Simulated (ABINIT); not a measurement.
# Lithium (Im-3m): from the cell to the phonon bands, part 3 of 3

How does Lithium (Im-3m) vibrate, and is this structure a minimum?

ABINIT 10.8.3; DFT PBE, scalar-relativistic, plane waves, PseudoDojo norm-conserving pseudopotentials.

So far. Step 3 (Relaxation): The volume changes by -5.9 % in this run and stands -5.9 % from the first cell. Step 4 (Ground state): The cell stands at -0.30 GPa: the relaxation ran with a smoothed and higher cutoff, and the difference is a stress of the finite basis. The relaxed cell has a = 3.439 Å (conventional setting).

## 7. Interpolated phonon bands

anaddb transforms the dynamical matrices to force constants and back along the path; points of the mesh come back as solved, but for the sum rule and, in polar crystals, the LO-TO term at Γ; the rest is interpolation.

Contents of anaddb.abi:

```
ddb_filepath "all_DDB"
output_file "anaddb.abo"
outdata_prefix "anaddb"
ifcflag 1
ngqpt 4 4 4
nqshft 1
q1shft 0.0 0.0 0.0
asr 1
chneut 0
dipdip 0
dipquad 0
quadquad 0
enunit 0
eivec 0
nph1l 62
qph1l 
    0.0 0.0 0.0 1.0
    0.05 -0.05 0.05 1.0
    0.1 -0.1 0.1 1.0
    0.15 -0.15 0.15 1.0
    0.2 -0.2 0.2 1.0
    0.25 -0.25 0.25 1.0
    0.3 -0.3 0.3 1.0
    0.35 -0.35 0.35 1.0
    0.4 -0.4 0.4 1.0
    0.45 -0.45 0.45 1.0
    0.5 -0.5 0.5 1.0
    0.45 -0.45 0.5 1.0
    0.4 -0.4 0.5 1.0
    0.35 -0.35 0.5 1.0
    0.3 -0.3 0.5 1.0
    0.25 -0.25 0.5 1.0
    0.2 -0.2 0.5 1.0
    0.15 -0.15 0.5 1.0
    0.1 -0.1 0.5 1.0
    0.05 -0.05 0.5 1.0
    0.0 0.0 0.5 1.0
    0.0 0.0 0.45 1.0
    0.0 0.0 0.4 1.0
    0.0 0.0 0.35 1.0
    0.0 0.0 0.3 1.0
    0.0 0.0 0.25 1.0
    0.0 0.0 0.2 1.0
    0.0 0.0 0.15 1.0
    0.0 0.0 0.1 1.0
    0.0 0.0 0.05 1.0
    0.0 0.0 0.0 1.0
    0.025 0.025 0.025 1.0
    0.05 0.05 0.05 1.0
    0.075 0.075 0.075 1.0
    0.1 0.1 0.1 1.0
    0.125 0.125 0.125 1.0
    0.15 0.15 0.15 1.0
    0.175 0.175 0.175 1.0
    0.2 0.2 0.2 1.0
    0.225 0.225 0.225 1.0
    0.25 0.25 0.25 1.0
    0.275 0.175 0.275 1.0
    0.3 0.1 0.3 1.0
    0.325 0.025 0.325 1.0
    0.35 -0.05 0.35 1.0
    0.375 -0.125 0.375 1.0
    0.4 -0.2 0.4 1.0
    0.425 -0.275 0.425 1.0
    0.45 -0.35 0.45 1.0
    0.475 -0.425 0.475 1.0
    0.5 -0.5 0.5 1.0
    0.25 0.25 0.25 1.0
    0.225 0.225 0.275 1.0
    0.2 0.2 0.3 1.0
    0.175 0.175 0.325 1.0
    0.15 0.15 0.35 1.0
    0.125 0.125 0.375 1.0
    0.1 0.1 0.4 1.0
    0.075 0.075 0.425 1.0
    0.05 0.05 0.45 1.0
    0.025 0.025 0.475 1.0
    0.0 0.0 0.5 1.0
```

Contents of mrgddb.in:

```
all_DDB
merged
8
dfpt_gammao_DDB
dfpt_qo_DS1_DDB
dfpt_qo_DS2_DDB
dfpt_qo_DS3_DDB
dfpt_qo_DS4_DDB
dfpt_qo_DS5_DDB
dfpt_qo_DS6_DDB
dfpt_qo_DS7_DDB
```

The run is started by

```console
$ mrgddb < mrgddb.in > mrgddb.log
$ OMP_NUM_THREADS=1 anaddb anaddb.abi > anaddb.log
```

anaddb.abo, the main output file:

```text
[banners, grids, parts of the stress and lines that vanish by symmetry left out]
-outvars_anaddb: echo values of input variables ----------------------

 Flags :
[...]
Phonon wavevector (reduced coordinates) :  0.00000  0.00000  0.00000
 Phonon energies in Hartree :
[...]
Phonon frequencies in cm-1    :
-  0.000000E+00  0.000000E+00  0.000000E+00
[...]
Phonon wavevector (reduced coordinates) :  0.05000 -0.05000  0.05000
 Phonon energies in Hartree :
[...]
Phonon frequencies in cm-1    :
-  3.631458E+01  3.631458E+01  5.692066E+01
[...]
Phonon wavevector (reduced coordinates) :  0.10000 -0.10000  0.10000
 Phonon energies in Hartree :
[...]
Phonon frequencies in cm-1    :
-  7.882993E+01  7.882993E+01  1.105981E+02
[...]
Phonon wavevector (reduced coordinates) :  0.15000 -0.15000  0.15000
 Phonon energies in Hartree :
[...]
Phonon frequencies in cm-1    :
-  1.277513E+02  1.277513E+02  1.568693E+02
  Phonon wavevector (reduced coordinates) :  0.20000 -0.20000  0.20000
 Phonon energies in Hartree :
[...]
Phonon frequencies in cm-1    :
-  1.782454E+02  1.782454E+02  1.922076E+02
  Phonon wavevector (reduced coordinates) :  0.25000 -0.25000  0.25000
 Phonon energies in Hartree :
[...]
Phonon frequencies in cm-1    :
-  2.172520E+02  2.245376E+02  2.245376E+02
  Phonon wavevector (reduced coordinates) :  0.30000 -0.30000  0.30000
 Phonon energies in Hartree :
[...]
Phonon frequencies in cm-1    :
-  2.385993E+02  2.628758E+02  2.628758E+02
  Phonon wavevector (reduced coordinates) :  0.35000 -0.35000  0.35000
 Phonon energies in Hartree :
[...]
Phonon frequencies in cm-1    :
-  2.641905E+02  2.922058E+02  2.922058E+02
  Phonon wavevector (reduced coordinates) :  0.40000 -0.40000  0.40000
 Phonon energies in Hartree :
[...]
Phonon frequencies in cm-1    :
-  2.943342E+02  3.129875E+02  3.129875E+02
  Phonon wavevector (reduced coordinates) :  0.45000 -0.45000  0.45000
 Phonon energies in Hartree :
[...]
Phonon frequencies in cm-1    :
-  3.198589E+02  3.256143E+02  3.256143E+02
  Phonon wavevector (reduced coordinates) :  0.50000 -0.50000  0.50000
 Phonon energies in Hartree :
[...]
Phonon frequencies in cm-1    :
-  3.298933E+02  3.298933E+02  3.298933E+02
  Phonon wavevector (reduced coordinates) :  0.45000 -0.45000  0.50000
 Phonon energies in Hartree :
[...]
Phonon frequencies in cm-1    :
-  3.243015E+02  3.277584E+02  3.282151E+02
  Phonon wavevector (reduced coordinates) :  0.40000 -0.40000  0.50000
 Phonon energies in Hartree :
[...]
Phonon frequencies in cm-1    :
-  3.081022E+02  3.215295E+02  3.238128E+02
  Phonon wavevector (reduced coordinates) :  0.35000 -0.35000  0.50000
 Phonon energies in Hartree :
[...]
Phonon frequencies in cm-1    :
-  2.828912E+02  3.115788E+02  3.183251E+02
[...]
Phonon wavevector (reduced coordinates) :  0.17500  0.17500  0.32500
 Phonon energies in Hartree :
[...]
Phonon frequencies in cm-1    :
-  2.071098E+02  2.506818E+02  2.968393E+02
  Phonon wavevector (reduced coordinates) :  0.15000  0.15000  0.35000
 Phonon energies in Hartree :
[...]
Phonon frequencies in cm-1    :
-  1.861075E+02  2.433402E+02  3.051589E+02
  Phonon wavevector (reduced coordinates) :  0.12500  0.12500  0.37500
 Phonon energies in Hartree :
[...]
Phonon frequencies in cm-1    :
-  1.632139E+02  2.338912E+02  3.113168E+02
  Phonon wavevector (reduced coordinates) :  0.10000  0.10000  0.40000
 Phonon energies in Hartree :
[...]
Phonon frequencies in cm-1    :
-  1.385809E+02  2.228939E+02  3.154711E+02
  Phonon wavevector (reduced coordinates) :  0.07500  0.07500  0.42500
 Phonon energies in Hartree :
[...]
Phonon frequencies in cm-1    :
-  1.128333E+02  2.114449E+02  3.179595E+02
  Phonon wavevector (reduced coordinates) :  0.05000  0.05000  0.45000
 Phonon energies in Hartree :
[...]
Phonon frequencies in cm-1    :
-  8.755806E+01  2.011587E+02  3.192372E+02
  Phonon wavevector (reduced coordinates) :  0.02500  0.02500  0.47500
 Phonon energies in Hartree :
[...]
Phonon frequencies in cm-1    :
-  6.653790E+01  1.939098E+02  3.197692E+02
  Phonon wavevector (reduced coordinates) :  0.00000  0.00000  0.50000
 Phonon energies in Hartree :
[...]
Phonon frequencies in cm-1    :
-  5.754648E+01  1.912827E+02  3.199035E+02
-
```

Run time: 0.69 s. Hardware: 1 thread of Intel Xeon Platinum 8488C (Sapphire Rapids), shared host.

Numbers from this step:

| Quantity | Value |
| --- | --- |
| lowest frequency on the path | -13.37 cm⁻¹ |

Anaddb. The phonon branches at the labelled points (cm⁻¹):

```
    point  branch 1  branch 2  branch 3
        Γ         0         0         0
        H       330       330       330
        N        58       191       320
        Γ         0         0         0
        P       260       260       260
        H       330       330       330
jump to P       260       260       260
        N        58       191       320
```

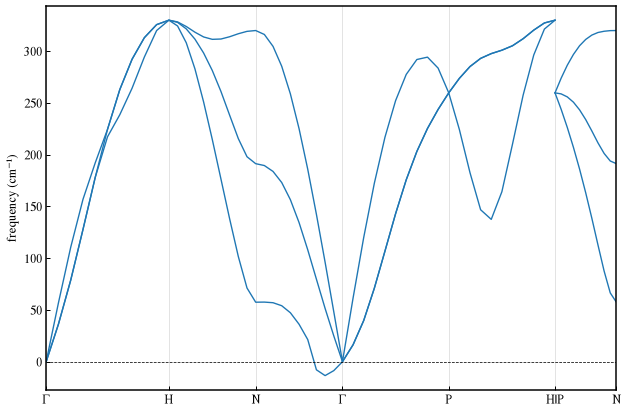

Phonon branches along the path.

The path dips to 13i cm⁻¹ between the solved wavevectors, whose modes are all real, so the dip may come from the interpolation.

## 8. Density of states

Sums over the zone need many more wavevectors than were solved, so the interpolation is sampled on a dense mesh.

Contents of anaddb.abi:

```
ddb_filepath "all_DDB"
output_file "anaddb.abo"
outdata_prefix "anaddb"
ifcflag 1
ngqpt 4 4 4
nqshft 1
q1shft 0.0 0.0 0.0
asr 1
chneut 0
dipdip 0
dipquad 0
quadquad 0
prtdos 2
ng2qpt 19 19 19
dosdeltae 4.5563e-06
ntemper 11
temperinc 100.0
tempermin 0.0
```

The run is started by

```console
$ OMP_NUM_THREADS=1 anaddb anaddb.abi > anaddb.log
```

anaddb.abo, the main output file:

```text
[banners, grids, parts of the stress and lines that vanish by symmetry left out]
-outvars_anaddb: echo values of input variables ----------------------

 Flags :
     ifcflag         1
 Miscellaneous information :
         asr         1
      chneut         0
 Interatomic Force Constants Inputs :
      dipdip         0
     dipquad         0
    quadquad         0
      ifcana         0
      ifcout         0
 Description of grid 1 :
        brav         1
       ngqpt         4         4         4
      nqshft         1
      q1shft
                     0.00000000E+00  0.00000000E+00  0.00000000E+00
 Phonon DOS information :
   dosdeltae  4.55630000E-06
    dossmear  4.55633525E-06
 Description of grid 2 (Fourier interp. or BZ sampling):
      ng2qpt        19        19        19
      ngrids         4
      q2shft         0.00000000E+00  0.00000000E+00  0.00000000E+00

================================================================================

 read the DDB information and perform some checks

  ==== Info on the Cryst% object ====
 Real(R)+Recip(G) space primitive vectors, cartesian coordinates (Bohr,Bohr^-1):
 R(1)= -3.2497135  3.2497135  3.2497135  G(1)=  0.0000000  0.1538597  0.1538597
 R(2)=  3.2497135 -3.2497135  3.2497135  G(2)=  0.1538597  0.0000000  0.1538597
 R(3)=  3.2497135  3.2497135 -3.2497135  G(3)=  0.1538597  0.1538597  0.0000000
 Unit cell volume ucvol=  1.3727619E+02 bohr^3
 Angles (23,13,12)=  1.09471221E+02  1.09471221E+02  1.09471221E+02 degrees
 Time-reversal symmetry is present
 Reduced atomic positions [iatom, xred, symbol]:
    1)    0.0000000  0.0000000  0.0000000  Li

 DDB file with 8 blocks has been read.

================================================================================

 Calculation of the interatomic forces

       Homogeneous q point set in the B.Z.
 Grid q points  :       64
  1)   0.00000000E+00  0.00000000E+00  0.00000000E+00
  2)   2.50000000E-01  0.00000000E+00  0.00000000E+00
  3)   5.00000000E-01  0.00000000E+00  0.00000000E+00
  4)  -2.50000000E-01  0.00000000E+00  0.00000000E+00
  5)   0.00000000E+00  2.50000000E-01  0.00000000E+00
  6)   2.50000000E-01  2.50000000E-01  0.00000000E+00
  7)   5.00000000E-01  2.50000000E-01  0.00000000E+00
  8)  -2.50000000E-01  2.50000000E-01  0.00000000E+00
  9)   0.00000000E+00  5.00000000E-01  0.00000000E+00
 10)   2.50000000E-01  5.00000000E-01  0.00000000E+00
 11)   5.00000000E-01  5.00000000E-01  0.00000000E+00
 12)  -2.50000000E-01  5.00000000E-01  0.00000000E+00
 13)   0.00000000E+00 -2.50000000E-01  0.00000000E+00
 14)   2.50000000E-01 -2.50000000E-01  0.00000000E+00
[...]
58)   2.50000000E-01  5.00000000E-01 -2.50000000E-01
 59)   5.00000000E-01  5.00000000E-01 -2.50000000E-01
 60)  -2.50000000E-01  5.00000000E-01 -2.50000000E-01
 61)   0.00000000E+00 -2.50000000E-01 -2.50000000E-01
 62)   2.50000000E-01 -2.50000000E-01 -2.50000000E-01
 63)   5.00000000E-01 -2.50000000E-01 -2.50000000E-01
 64)  -2.50000000E-01 -2.50000000E-01 -2.50000000E-01

 The interatomic forces have been obtained

================================================================================

 Calculation of phonon density of states

 Average speed of sound partial sums:     0.1886426983E-02 (at units)
-                                   =           4.1269 [km/s]

 Debye frequency from partial sums:     0.1425362254E-02 (Ha)
-                                 =     0.9378433107E+01 (THz)
-Debye temperature from partial sums:     0.4500938013E+03 (K)

 Average speed of sound:     0.1965697672E-03 (at units)
-                      =           0.4300 [km/s]

 Debye frequency from DOS:     0.1485258264E-03 (Ha)
-                        =     0.9772529916E+00 (THz)
-Debye temperature from DOS:     0.4690074651E+02 (K)

-
```

It took 0.82 s on 1 thread.

Read from the output:

| Item | Value |
| --- | --- |
| share of modes beyond 3i cm⁻¹ on the dense interpolated mesh | 3.00e-4 |

The phonon density of states has structure finer than the step of the table below, so its rows give means over 25 cm⁻¹, whole bins alone (the curve runs from -30 to 360 cm⁻¹). Peaks (cm⁻¹: height): 310.0: 0.0326.

Tetrahedra. Table of phonon density of states by wavenumber; means over each step:

```
wavenumber (cm⁻¹)  phonon density of states (1/cm⁻¹/cell)
                0                                  1.6e-4
               25                                  7.0e-4
               50                                 0.00211
               75                                 0.00506
              100                                 0.00725
              125                                  0.0104
              150                                 0.00930
              175                                 0.00860
              200                                  0.0108
              225                                  0.0112
              250                                  0.0118
              275                                  0.0126
              300                                  0.0243
              325                                 0.00555
```

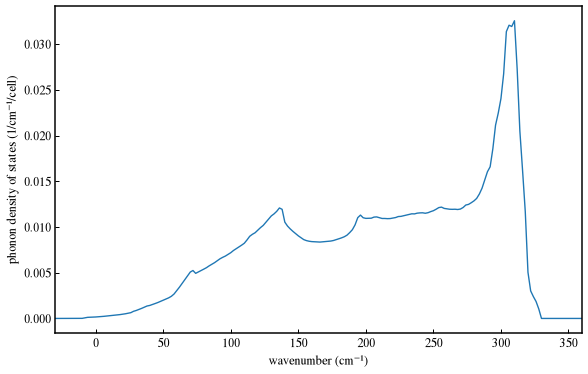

Phonon density of states, plotted against wavenumber.

## 9. Outcome

* space group after relaxation: Im-3m
* volume per atom: 20.3 Å³
* q mesh: 4×4×4
* lowest mode on the q mesh (acoustic ones at the zone centre apart): 35.4 cm⁻¹
* imaginary modes on the q mesh: none

Lithium (Im-3m) is dynamically stable on the 4×4×4 mesh; its spectrum reaches 330 cm⁻¹. The base run prints -0.30 GPa, mostly the error of a finite basis; the relaxation, with a smoothed and higher cutoff, had brought the cell to rest. The imaginary part of the path lies between the solved wavevectors, so it may come from the interpolation. These are harmonic frequencies at zero temperature: anharmonic shifts and linewidths and thermal expansion are left out. In a metal the frequencies hang on the k mesh and the smearing, most of all near Kohn anomalies. The relaxed cell is 6 % smaller in volume than the measured one, and all results belong to that cell. Electron-phonon sums were run after this but are not shown: the interpolated spectrum has imaginary branches.

[Host names and launcher messages were left out of these logs when they were recorded.]

[Logs are printed without paths, hosts, clocks, repeated set-up lines and the standing remarks that a program may print on its own settings, such as how far it seeks lower states.]

[Hosts, paths, dates, database ids (printed as entryN), source tags and the programs' standing remarks are cut or masked in the printed files.]
